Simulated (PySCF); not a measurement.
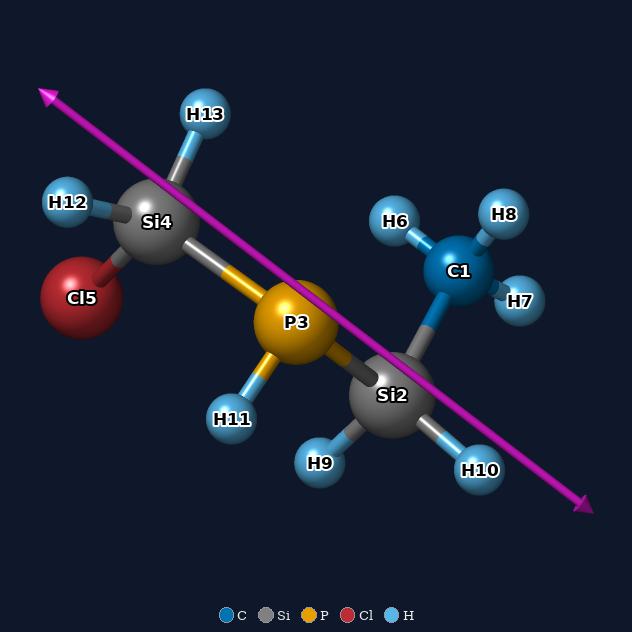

The double arrow shows the direction of the transition dipole to excited singlet state 7 (its length means nothing). The geometry was computed by an optimisation with GFN2-xTB. No frequency run is at hand to confirm it as a minimum. Level of theory: TDDFT CAM-B3LYP/def2-SVPD, vertical, gas phase, core orbitals frozen in the response (PySCF 2.14.0).

### Where does the transition lie, and how strong is it?

7.54 eV (165 nm), oscillator strength 0.14, of mixed character, with the largest part HOMO−1 → LUMO+1 (weight 0.42); transition dipole 2.20 D.

The geometry is semi-empirical. Around P, Si such bond lengths and angles can be off by a tenth of an ångström or more and by several degrees, and values that hang on the shape move with them.
